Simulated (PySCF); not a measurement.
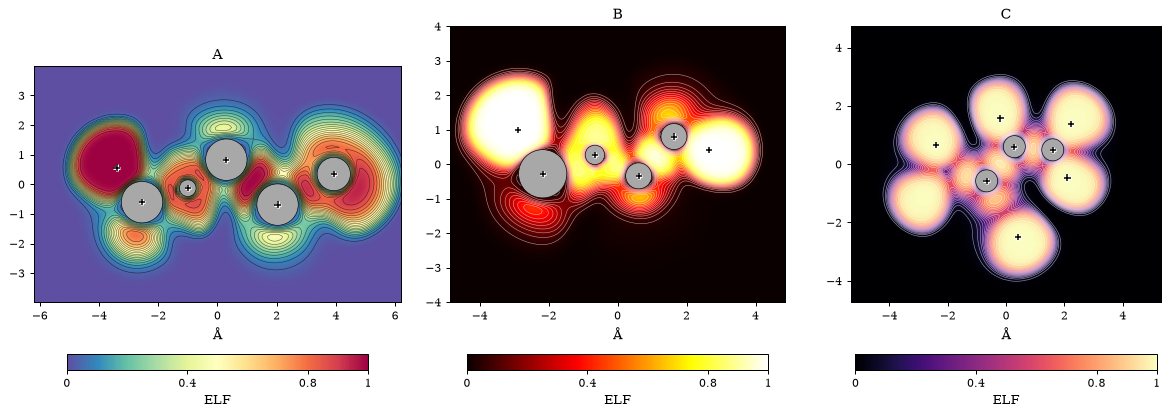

The electron localisation function of 3 systems, each on a plane through atoms (crosses mark nuclei in the plane; grey discs cover the cores).

These are results of PBE0/pcSseg-1, SCF density, gas phase, non-relativistic (PySCF 2.14.0), not measurements.

System 1: H$_{8}$OSSi$_{3}$ (SMILES [SiH3]O[SiH2][SiH2]S), the plane of atoms O2, Si3 and Si4. Geometry: GFN2-xTB.

```xyz
13

Si    2.7721   -0.0491    0.0231
O     1.1677    0.0817    0.2131
Si   -0.2839    0.7530    0.4701
Si   -1.7210   -0.8923   -0.2532
S    -3.7697   -0.2107   -0.1100
H     3.1028   -1.3284    0.6413
H     3.0008   -0.0314   -1.4191
H     3.4130    1.0801    0.6921
H    -0.3416    1.1055    1.8927
H    -0.3405    2.0070   -0.2974
H    -1.5758   -1.3297   -1.6490
H    -1.8099   -2.1141    0.5470
H    -3.6184    0.9290   -0.7684
```

System 2: C$_{4}$H$_{12}$OSi, the plane of atoms C2, C4 and H13. Geometry: GFN2-xTB.

```xyz
18

C    -0.6557   -0.7355   -1.2154
C    -0.3857    0.1791   -0.0194
C    -0.6927   -0.5538    1.2877
C    -1.2371    1.4487   -0.1240
O     0.9568    0.6017   -0.0301
Si    2.3775   -0.1527    0.0454
H    -1.7104   -0.9923   -1.2642
H    -0.3704   -0.2310   -2.1353
H    -0.0723   -1.6485   -1.1261
H    -0.4354    0.0794    2.1334
H    -0.1070   -1.4677    1.3491
H    -1.7485   -0.8053    1.3410
H    -2.2951    1.2014   -0.1193
H    -1.0216    2.1059    0.7146
H    -0.9988    1.9762   -1.0440
H     2.5813   -1.0869   -1.0679
H     3.2589    1.0022   -0.0259
H     2.5472   -0.9146    1.2886
```

System 3: C$_{5}$H$_{9}$FOSi, the plane of atoms C1, C2 and H11. Geometry: GFN2-xTB.

```xyz
17

C     2.4232    0.4122    0.0869
C     1.3523   -0.0913   -0.4984
C     0.2445   -0.8146    0.2314
F     0.6698   -2.1343    0.4643
C     0.0193   -0.1757    1.5765
O    -0.6457    0.8109    1.7232
C    -1.0484   -0.8103   -0.5550
Si   -1.8196    0.9407   -0.6524
H     2.5836    0.3622    1.1509
H     3.1933    0.8979   -0.4879
H     1.2259   -0.0363   -1.5706
H     0.5065   -0.6881    2.4232
H    -1.7474   -1.4955   -0.0741
H    -0.8494   -1.2079   -1.5496
H    -0.7770    1.9607   -0.7225
H    -2.8141    1.1513    0.3905
H    -2.5238    0.9302   -1.9462
```

### Match each panel to its system.

Panel A is system 1, H$_{8}$OSSi$_{3}$: the plane holds Si, O, S and H. Si–O (1.62 Å): the ELF peaks at about 0.85 between the atoms: a polar covalent bond. Panel B is system 2, C$_{4}$H$_{12}$OSi: the plane holds C, O, Si and H. C–O (1.41 Å): the ELF peaks at about 0.90 between the atoms; a shared but strongly polarised pair. Panel C is system 3, C$_{5}$H$_{9}$FOSi: the plane holds C and H. C–C (1.32 Å): the ELF peaks at about 0.90 between the atoms: a short, multiple covalent bond.
